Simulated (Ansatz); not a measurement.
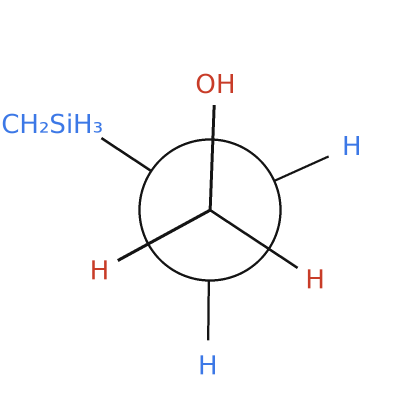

A Newman projection along the C–C bond, carbon in front; angles are drawn as computed, but eclipsed bonds slightly apart. The geometry was computed by an optimisation with PBE0-D4/def2-TZVP. No frequency run is at hand to confirm it as a minimum.

**Which molecule is it?**

C3H10OSi, OCCC[SiH3]

**What is the torsion angle from the front OH to the back CH2SiH3? The sign is positive where the front bond must turn clockwise to cover the back bond.**

−59°, synclinal (gauche). The conformation about this bond is staggered.
